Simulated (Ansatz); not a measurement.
# BOF (triplet): PBE, BLYP, r2SCAN, B97M-V, PBE0, B3LYP over vertical spin and charge gaps, def2-QZVPP, part 2 of 2

Ansatz 0.2.0, Gaussian basis; def2-QZVPP, all electrons in the functionals. The steps go on from the part before.

## Step 19: B97M-V, charge 0, quintet

Contents of in.yaml:

```yaml
crystal:
  periodic: [false, false, false]
  atoms:
    - {symbol: B, position_ang: [0.000000, -0.551074, 0.049105]}
    - {symbol: O, position_ang: [0.000000, 0.175594, 1.211243]}
    - {symbol: F, position_ang: [0.000000, 0.165712, -1.047985]}
basis:
  gaussian: {orbitals: "def2-QZVPP.json"}
magnetization: {spin_polarized: true, initial_magnetization: 4}
hamiltonian: {xc: {name: B97M-V}}
```

Run with:

```bash
$ ansatz run in.yaml --threads 1 --pin off --events-out ev --progress --plain --max-ram 2393MiB
```

What it wrote (excerpt; [...] marks lines left out):

```text
Functional definition: B97M-V
  name "B97M-V"
  cite "Mardirossian & Head-Gordon, J. Chem. Phys. 142, 074111 (2015) doi:10.1063/1.4907719"
  cite "Becke, J. Chem. Phys. 107, 8554 (1997) doi:10.1063/1.475007"
  cite "Vydrov & Van Voorhis, J. Chem. Phys. 133, 244103 (2010) doi:10.1063/1.3521275"
  # Of w^i u^j: cxij and so on, Table III.
[...]
  gx(w, u) = cx00 + cx01*u + cx02*u^2 + (cx10 + cx11*u)*w
[...]
  gos(w, u) = cos00 + cos01*u + cos03*u^3 + cos10*w + cos32*w^3*u^2
[...]
      + integral(e_c_pw_mod_opposite_spin*gos(b97_w_opposite, b97_u_opposite)) + vv10(b, c)
558 factors; their error is unknown
[...]
mean field -5431.74068582 eV, -199.6127884380 hartree, gradient 6.5e-5 eV, S^2 6.008006; 0 other end points of the search recorded, 0 dependent functions left out
reference -5431.74074811 eV, -199.6127907268 hartree; 13, 9 occupied and 158, 162 virtual orbitals, 558 factors
Total energy: -5431.74074811 eV, -199.6127907268 hartree
```

Run time: 7 s. Hardware: 1 thread of Arm Neoverse V2, shared host; peak memory 0.29 GiB.

From the report: ⟨S²⟩ of the determinant 6.008 (pure quintet: 6.00).

From charge 0, triplet: +7.717 eV.

## Step 20: B97M-V, charge 1, doublet

in.yaml, as its differences from that of step 19:

```diff
@@ -8,3 +8,4 @@
   gaussian: {orbitals: "def2-QZVPP.json"}
-magnetization: {spin_polarized: true, initial_magnetization: 4}
+total_charge: 1
+magnetization: {spin_polarized: true, initial_magnetization: 1}
 hamiltonian: {xc: {name: B97M-V}}
```

Same command.

What it wrote (excerpt; [...] marks lines left out):

```text
Functional definition: B97M-V
  name "B97M-V"
  cite "Mardirossian & Head-Gordon, J. Chem. Phys. 142, 074111 (2015) doi:10.1063/1.4907719"
  cite "Becke, J. Chem. Phys. 107, 8554 (1997) doi:10.1063/1.475007"
  cite "Vydrov & Van Voorhis, J. Chem. Phys. 133, 244103 (2010) doi:10.1063/1.3521275"
  # Of w^i u^j: cxij and so on, Table III.
[...]
  gx(w, u) = cx00 + cx01*u + cx02*u^2 + (cx10 + cx11*u)*w
[...]
  gos(w, u) = cos00 + cos01*u + cos03*u^3 + cos10*w + cos32*w^3*u^2
[...]
      + integral(e_c_pw_mod_opposite_spin*gos(b97_w_opposite, b97_u_opposite)) + vv10(b, c)
558 factors; their error is unknown
[...]
mean field -5429.30857202 eV, -199.5234099041 hartree, gradient 5.8e-6 eV, S^2 0.758816; 1 other end points of the search recorded, 0 dependent functions left out
reference -5429.30860451 eV, -199.5234110982 hartree; 11, 10 occupied and 160, 161 virtual orbitals, 558 factors
Total energy: -5429.30860451 eV, -199.5234110982 hartree
```

Run time: 17 s. Hardware: 1 thread of Arm Neoverse V2, shared host; peak memory 0.34 GiB.

From the report: ⟨S²⟩ of the determinant 0.759 (pure doublet: 0.75).

From charge 0, triplet: +10.150 eV.

## Step 21: B97M-V, charge 1, quartet

in.yaml, as its differences from that of step 20:

```diff
@@ -9,3 +9,3 @@
 total_charge: 1
-magnetization: {spin_polarized: true, initial_magnetization: 1}
+magnetization: {spin_polarized: true, initial_magnetization: 3}
 hamiltonian: {xc: {name: B97M-V}}
```

Same command.

What it wrote (excerpt; [...] marks lines left out):

```text
Functional definition: B97M-V
  name "B97M-V"
  cite "Mardirossian & Head-Gordon, J. Chem. Phys. 142, 074111 (2015) doi:10.1063/1.4907719"
  cite "Becke, J. Chem. Phys. 107, 8554 (1997) doi:10.1063/1.475007"
  cite "Vydrov & Van Voorhis, J. Chem. Phys. 133, 244103 (2010) doi:10.1063/1.3521275"
  # Of w^i u^j: cxij and so on, Table III.
[...]
  gx(w, u) = cx00 + cx01*u + cx02*u^2 + (cx10 + cx11*u)*w
[...]
  gos(w, u) = cos00 + cos01*u + cos03*u^3 + cos10*w + cos32*w^3*u^2
[...]
      + integral(e_c_pw_mod_opposite_spin*gos(b97_w_opposite, b97_u_opposite)) + vv10(b, c)
558 factors; their error is unknown
[...]
mean field -5425.66722401 eV, -199.3895928329 hartree, gradient 2.3e-5 eV, S^2 3.757120; 0 other end points of the search recorded, 0 dependent functions left out
reference -5425.66726806 eV, -199.3895944520 hartree; 12, 9 occupied and 159, 162 virtual orbitals, 558 factors
Total energy: -5425.66726806 eV, -199.3895944520 hartree
```

Wall time 7 s (1 thread of Arm Neoverse V2, shared host); peak memory 0.29 GiB.

From the report: ⟨S²⟩ of the determinant 3.757 (pure quartet: 3.75).

From charge 0, triplet: +13.791 eV.

## Step 22: PBE0, charge 0, triplet

in.yaml, as its differences from that of step 21:

```diff
@@ -8,4 +8,4 @@
   gaussian: {orbitals: "def2-QZVPP.json"}
-total_charge: 1
-magnetization: {spin_polarized: true, initial_magnetization: 3}
-hamiltonian: {xc: {name: B97M-V}}
+magnetization: {spin_polarized: true, initial_magnetization: 2}
+hamiltonian: {xc: {name: PBE0}}
+output: {orbitals: {seedname: orbitals}}
```

Same command.

What it wrote (excerpt; [...] marks lines left out):

```text
Functional definition: PBE0
  name "PBE0"
  cite "Adamo & Barone, J. Chem. Phys. 110, 6158 (1999) doi:10.1063/1.478522"
  cite "Perdew, Burke & Ernzerhof, Phys. Rev. Lett. 77, 3865 (1996) doi:10.1103/PhysRevLett.77.3865"
  parent pbe
[...]
558 factors; their error is unknown
[...]
mean field -5435.16054015 eV, -199.7384657664 hartree, gradient 1.5e-5 eV, S^2 2.003713; 1 other end points of the search recorded, 0 dependent functions left out
reference -5435.16056463 eV, -199.7384666659 hartree; 12, 10 occupied and 159, 161 virtual orbitals, 558 factors
Total energy: -5435.16056463 eV, -199.7384666659 hartree
```

It took 6 s on 1 thread of Arm Neoverse V2, shared host; peak memory 0.33 GiB.

From the report: ⟨S²⟩ of the determinant 2.004 (pure triplet: 2.00).

## Step 23: PBE0, charge 0, singlet

in.yaml, as its differences from that of step 22:

```diff
@@ -8,3 +8,3 @@
   gaussian: {orbitals: "def2-QZVPP.json"}
-magnetization: {spin_polarized: true, initial_magnetization: 2}
+magnetization: {spin_polarized: true, initial_magnetization: 0}
 hamiltonian: {xc: {name: PBE0}}
```

Same command.

What it wrote (excerpt; [...] marks lines left out):

```text
Functional definition: PBE0
  name "PBE0"
  cite "Adamo & Barone, J. Chem. Phys. 110, 6158 (1999) doi:10.1063/1.478522"
  cite "Perdew, Burke & Ernzerhof, Phys. Rev. Lett. 77, 3865 (1996) doi:10.1103/PhysRevLett.77.3865"
  parent pbe
[...]
558 factors; their error is unknown
[...]
mean field -5436.45411309 eV, -199.7860036953 hartree, gradient 3.4e-5 eV, S^2 0.224398; 4 other end points of the search recorded, 0 dependent functions left out
reference -5436.45413932 eV, -199.7860046590 hartree; 11, 11 occupied and 160, 160 virtual orbitals, 558 factors
Total energy: -5436.45413932 eV, -199.7860046590 hartree
```

Wall time 9 s (1 thread of Arm Neoverse V2, shared host); peak memory 0.33 GiB.

From the report: ⟨S²⟩ of the determinant 0.224 (pure singlet: 0.00).

From charge 0, triplet: -1.294 eV.

## Step 24: PBE0, charge 0, quintet

in.yaml, as its differences from that of step 23:

```diff
@@ -8,3 +8,3 @@
   gaussian: {orbitals: "def2-QZVPP.json"}
-magnetization: {spin_polarized: true, initial_magnetization: 0}
+magnetization: {spin_polarized: true, initial_magnetization: 4}
 hamiltonian: {xc: {name: PBE0}}
```

The command is unchanged.

What it wrote (excerpt; [...] marks lines left out):

```text
Functional definition: PBE0
  name "PBE0"
  cite "Adamo & Barone, J. Chem. Phys. 110, 6158 (1999) doi:10.1063/1.478522"
  cite "Perdew, Burke & Ernzerhof, Phys. Rev. Lett. 77, 3865 (1996) doi:10.1103/PhysRevLett.77.3865"
  parent pbe
[...]
558 factors; their error is unknown
[...]
mean field -5427.58953161 eV, -199.4602363345 hartree, gradient 2.8e-6 eV, S^2 6.006920; 0 other end points of the search recorded, 0 dependent functions left out
reference -5427.58956449 eV, -199.4602375427 hartree; 13, 9 occupied and 158, 162 virtual orbitals, 558 factors
Total energy: -5427.58956449 eV, -199.4602375427 hartree
```

Wall time 3.2 s (1 thread of Arm Neoverse V2, shared host).

From the report: ⟨S²⟩ of the determinant 6.007 (pure quintet: 6.00).

From charge 0, triplet: +7.571 eV.

## Step 25: PBE0, charge 1, doublet

in.yaml, as its differences from that of step 24:

```diff
@@ -8,3 +8,4 @@
   gaussian: {orbitals: "def2-QZVPP.json"}
-magnetization: {spin_polarized: true, initial_magnetization: 4}
+total_charge: 1
+magnetization: {spin_polarized: true, initial_magnetization: 1}
 hamiltonian: {xc: {name: PBE0}}
```

Launched as before.

What it wrote (excerpt; [...] marks lines left out):

```text
Functional definition: PBE0
  name "PBE0"
  cite "Adamo & Barone, J. Chem. Phys. 110, 6158 (1999) doi:10.1063/1.478522"
  cite "Perdew, Burke & Ernzerhof, Phys. Rev. Lett. 77, 3865 (1996) doi:10.1103/PhysRevLett.77.3865"
  parent pbe
[...]
558 factors; their error is unknown
[...]
mean field -5424.75918823 eV, -199.3562231336 hartree, gradient 1.8e-5 eV, S^2 0.757199; 1 other end points of the search recorded, 0 dependent functions left out
reference -5424.75920550 eV, -199.3562237682 hartree; 11, 10 occupied and 160, 161 virtual orbitals, 558 factors
Total energy: -5424.75920550 eV, -199.3562237682 hartree
```

Wall time 7 s (1 thread of Arm Neoverse V2, shared host); peak memory 0.34 GiB.

From the report: ⟨S²⟩ of the determinant 0.757 (pure doublet: 0.75).

From charge 0, triplet: +10.401 eV.

## Step 26: PBE0, charge 1, quartet

in.yaml, as its differences from that of step 25:

```diff
@@ -9,3 +9,3 @@
 total_charge: 1
-magnetization: {spin_polarized: true, initial_magnetization: 1}
+magnetization: {spin_polarized: true, initial_magnetization: 3}
 hamiltonian: {xc: {name: PBE0}}
```

The command is unchanged.

What it wrote (excerpt; [...] marks lines left out):

```text
Functional definition: PBE0
  name "PBE0"
  cite "Adamo & Barone, J. Chem. Phys. 110, 6158 (1999) doi:10.1063/1.478522"
  cite "Perdew, Burke & Ernzerhof, Phys. Rev. Lett. 77, 3865 (1996) doi:10.1103/PhysRevLett.77.3865"
  parent pbe
[...]
558 factors; their error is unknown
[...]
mean field -5421.31823895 eV, -199.2297705799 hartree, gradient 2.1e-5 eV, S^2 3.756527; 0 other end points of the search recorded, 0 dependent functions left out
reference -5421.31826259 eV, -199.2297714487 hartree; 12, 9 occupied and 159, 162 virtual orbitals, 558 factors
Total energy: -5421.31826259 eV, -199.2297714487 hartree
```

Run time: 3.1 s. Hardware: 1 thread of Arm Neoverse V2, shared host.

From the report: ⟨S²⟩ of the determinant 3.757 (pure quartet: 3.75).

From charge 0, triplet: +13.842 eV.

## Step 27: B3LYP, charge 0, triplet

Contents of in.yaml:

```yaml
crystal:
  periodic: [false, false, false]
  atoms:
    - {symbol: B, position_ang: [0.000000, -0.551074, 0.049105]}
    - {symbol: O, position_ang: [0.000000, 0.175594, 1.211243]}
    - {symbol: F, position_ang: [0.000000, 0.165712, -1.047985]}
basis:
  gaussian: {orbitals: "def2-QZVPP.json"}
magnetization: {spin_polarized: true, initial_magnetization: 2}
hamiltonian: {xc: {name: B3LYP}}
```

The command is unchanged.

What it wrote (excerpt; [...] marks lines left out):

```text
Functional definition: B3LYP
  name "B3LYP"
  cite "Stephens, Devlin, Chabalowski & Frisch, J. Phys. Chem. 98, 11623 (1994) doi:10.1021/j100096a001"
  cite "Becke, Phys. Rev. A 38, 3098 (1988) doi:10.1103/PhysRevA.38.3098"
  cite "Lee, Yang & Parr, Phys. Rev. B 37, 785 (1988) doi:10.1103/PhysRevB.37.785"
  cite "Vosko, Wilk & Nusair, Can. J. Phys. 58, 1200 (1980) doi:10.1139/p80-159"
[...]
558 factors; their error is unknown
[...]
mean field -5440.98786675 eV, -199.9526160690 hartree, gradient 6.1e-6 eV, S^2 2.003419; 1 other end points of the search recorded, 0 dependent functions left out
reference -5440.98805159 eV, -199.9526228617 hartree; 12, 10 occupied and 159, 161 virtual orbitals, 558 factors
Total energy: -5440.98805159 eV, -199.9526228617 hartree
```

It took 7 s on 1 thread of Arm Neoverse V2, shared host; peak memory 0.33 GiB.

From the report: ⟨S²⟩ of the determinant 2.003 (pure triplet: 2.00).

## Step 28: B3LYP, charge 0, singlet

in.yaml, as its differences from that of step 27:

```diff
@@ -8,3 +8,3 @@
   gaussian: {orbitals: "def2-QZVPP.json"}
-magnetization: {spin_polarized: true, initial_magnetization: 2}
+magnetization: {spin_polarized: true, initial_magnetization: 0}
 hamiltonian: {xc: {name: B3LYP}}
```

The command is unchanged.

What it wrote (excerpt; [...] marks lines left out):

```text
Functional definition: B3LYP
  name "B3LYP"
  cite "Stephens, Devlin, Chabalowski & Frisch, J. Phys. Chem. 98, 11623 (1994) doi:10.1021/j100096a001"
  cite "Becke, Phys. Rev. A 38, 3098 (1988) doi:10.1103/PhysRevA.38.3098"
  cite "Lee, Yang & Parr, Phys. Rev. B 37, 785 (1988) doi:10.1103/PhysRevB.37.785"
  cite "Vosko, Wilk & Nusair, Can. J. Phys. 58, 1200 (1980) doi:10.1139/p80-159"
[...]
558 factors; their error is unknown
[...]
mean field -5442.44423629 eV, -200.0061366625 hartree, gradient 1.8e-5 eV, S^2 0.102467; 4 other end points of the search recorded, 0 dependent functions left out
reference -5442.44442923 eV, -200.0061437529 hartree; 11, 11 occupied and 160, 160 virtual orbitals, 558 factors
Total energy: -5442.44442923 eV, -200.0061437529 hartree
```

Wall time 11 s (1 thread of Arm Neoverse V2, shared host); peak memory 0.34 GiB.

From the report: ⟨S²⟩ of the determinant 0.102 (pure singlet: 0.00).

From charge 0, triplet: -1.456 eV.

## Step 29: B3LYP, charge 0, quintet

in.yaml, as its differences from that of step 28:

```diff
@@ -8,3 +8,3 @@
   gaussian: {orbitals: "def2-QZVPP.json"}
-magnetization: {spin_polarized: true, initial_magnetization: 0}
+magnetization: {spin_polarized: true, initial_magnetization: 4}
 hamiltonian: {xc: {name: B3LYP}}
```

Launched as before.

What it wrote (excerpt; [...] marks lines left out):

```text
Functional definition: B3LYP
  name "B3LYP"
  cite "Stephens, Devlin, Chabalowski & Frisch, J. Phys. Chem. 98, 11623 (1994) doi:10.1021/j100096a001"
  cite "Becke, Phys. Rev. A 38, 3098 (1988) doi:10.1103/PhysRevA.38.3098"
  cite "Lee, Yang & Parr, Phys. Rev. B 37, 785 (1988) doi:10.1103/PhysRevB.37.785"
  cite "Vosko, Wilk & Nusair, Can. J. Phys. 58, 1200 (1980) doi:10.1139/p80-159"
[...]
558 factors; their error is unknown
[...]
mean field -5433.24102586 eV, -199.6679249173 hartree, gradient 4.0e-5 eV, S^2 6.006982; 4 other end points of the search recorded, 0 dependent functions left out
reference -5433.24122684 eV, -199.6679323033 hartree; 13, 9 occupied and 158, 162 virtual orbitals, 558 factors
Total energy: -5433.24122684 eV, -199.6679323033 hartree
```

Run time: 4.6 s. Hardware: 1 thread of Arm Neoverse V2, shared host.

From the report: ⟨S²⟩ of the determinant 6.007 (pure quintet: 6.00).

From charge 0, triplet: +7.747 eV.

## Step 30: B3LYP, charge 1, doublet

in.yaml, as its differences from that of step 29:

```diff
@@ -8,3 +8,4 @@
   gaussian: {orbitals: "def2-QZVPP.json"}
-magnetization: {spin_polarized: true, initial_magnetization: 4}
+total_charge: 1
+magnetization: {spin_polarized: true, initial_magnetization: 1}
 hamiltonian: {xc: {name: B3LYP}}
```

The command is unchanged.

What it wrote (excerpt; [...] marks lines left out):

```text
Functional definition: B3LYP
  name "B3LYP"
  cite "Stephens, Devlin, Chabalowski & Frisch, J. Phys. Chem. 98, 11623 (1994) doi:10.1021/j100096a001"
  cite "Becke, Phys. Rev. A 38, 3098 (1988) doi:10.1103/PhysRevA.38.3098"
  cite "Lee, Yang & Parr, Phys. Rev. B 37, 785 (1988) doi:10.1103/PhysRevB.37.785"
  cite "Vosko, Wilk & Nusair, Can. J. Phys. 58, 1200 (1980) doi:10.1139/p80-159"
[...]
558 factors; their error is unknown
[...]
mean field -5430.59726048 eV, -199.5707683317 hartree, gradient 1.7e-5 eV, S^2 0.756697; 1 other end points of the search recorded, 0 dependent functions left out
reference -5430.59741694 eV, -199.5707740814 hartree; 11, 10 occupied and 160, 161 virtual orbitals, 558 factors
Total energy: -5430.59741694 eV, -199.5707740814 hartree
```

Wall time 7 s (1 thread of Arm Neoverse V2, shared host); peak memory 0.34 GiB.

From the report: ⟨S²⟩ of the determinant 0.757 (pure doublet: 0.75).

From charge 0, triplet: +10.391 eV.

## Step 31: B3LYP, charge 1, quartet

in.yaml, as its differences from that of step 30:

```diff
@@ -9,3 +9,3 @@
 total_charge: 1
-magnetization: {spin_polarized: true, initial_magnetization: 1}
+magnetization: {spin_polarized: true, initial_magnetization: 3}
 hamiltonian: {xc: {name: B3LYP}}
```

Same command.

What it wrote (excerpt; [...] marks lines left out):

```text
Functional definition: B3LYP
  name "B3LYP"
  cite "Stephens, Devlin, Chabalowski & Frisch, J. Phys. Chem. 98, 11623 (1994) doi:10.1021/j100096a001"
  cite "Becke, Phys. Rev. A 38, 3098 (1988) doi:10.1103/PhysRevA.38.3098"
  cite "Lee, Yang & Parr, Phys. Rev. B 37, 785 (1988) doi:10.1103/PhysRevB.37.785"
  cite "Vosko, Wilk & Nusair, Can. J. Phys. 58, 1200 (1980) doi:10.1139/p80-159"
[...]
558 factors; their error is unknown
[...]
mean field -5427.03339314 eV, -199.4397986227 hartree, gradient 5.5e-5 eV, S^2 3.756824; 1 other end points of the search recorded, 0 dependent functions left out
reference -5427.03356985 eV, -199.4398051164 hartree; 12, 9 occupied and 159, 162 virtual orbitals, 558 factors
Total energy: -5427.03356985 eV, -199.4398051164 hartree
```

It took 3.4 s on 1 thread of Arm Neoverse V2, shared host.

From the report: ⟨S²⟩ of the determinant 3.757 (pure quartet: 3.75).

From charge 0, triplet: +13.954 eV.

## Step 32: The comparison

No level is safe as a reference over these points; UCCSD(T) serves as a yardstick only. It and the other wave-function rows come from earlier runs at the same points. Energies in eV, counted from charge 0, triplet; blanks weren't run or aren't comparable.

| level | triplet to singlet | triplet to quintet | ionisation to the doublet cation | ionisation to the quartet cation |
| --- | --- | --- | --- | --- |
| UCCSD(T) |  | 7.827 | 10.286 | 13.906 |
| PBE | -1.748 | 7.494 | 10.122 | 13.714 |
| BLYP | -1.796 | 7.640 | 10.013 | 13.645 |
| r2SCAN | -1.321 | 7.497 | 10.389 | 13.773 |
| B97M-V | -1.467 | 7.717 | 10.150 | 13.791 |
| PBE0 | -1.294 | 7.571 | 10.401 | 13.842 |
| B3LYP | -1.456 | 7.747 | 10.391 | 13.954 |
| RHF | 0.535 | 6.619 | 10.434 | 12.434 |
| UHF | -0.483 | 6.540 | 10.447 | 12.368 |
| UMP2 |  | 8.000 | 10.248 | 14.029 |

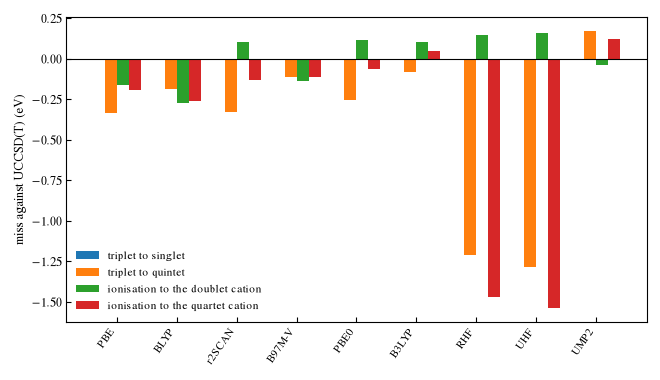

Misses of the gaps against UCCSD(T).

Largest miss and mean time a point (UCCSD(T) took 55 s a point; shared hosts):

| level | largest miss (eV) | where | time a point |
| --- | --- | --- | --- |
| PBE | -0.333 | triplet to quintet | 5.1 s |
| BLYP | -0.273 | ionisation to the doublet cation | 6.3 s |
| r2SCAN | -0.330 | triplet to quintet | 7.9 s |
| B97M-V | -0.136 | ionisation to the doublet cation | 13 s |
| PBE0 | -0.256 | triplet to quintet | 5.7 s |
| B3LYP | +0.105 | ionisation to the doublet cation | 6.6 s |
| RHF | -1.472 | ionisation to the quartet cation |  |
| UHF | -1.537 | ionisation to the quartet cation |  |
| UMP2 | +0.172 | triplet to quintet |  |

## Step 33: Results

What follows sums up all 2 parts.

| quantity | value |
| --- | --- |
| triplet to quintet, UCCSD(T) | 7.827 eV |
| ionisation to the doublet cation, UCCSD(T) | 10.286 eV |
| ionisation to the quartet cation, UCCSD(T) | 13.906 eV |
| largest miss, PBE | -0.333 eV (triplet to quintet) |
| largest miss, BLYP | -0.273 eV (ionisation to the doublet cation) |
| largest miss, r2SCAN | -0.330 eV (triplet to quintet) |
| largest miss, B97M-V | -0.136 eV (ionisation to the doublet cation) |
| largest miss, PBE0 | -0.256 eV (triplet to quintet) |
| largest miss, B3LYP | +0.105 eV (ionisation to the doublet cation) |

Misses are known at 3 of 4 points at best, and only functionals with that many are ranked. Of the functionals, B3LYP keep the smallest largest miss at the points compared (at most 0.105 eV) and PBE strays most (0.333 eV, at triplet to quintet). Functionals and the yardstick converge differently with the basis, so part of each miss in def2-QZVPP is the basis. The yardstick itself may be off where one determinant is a poor start.
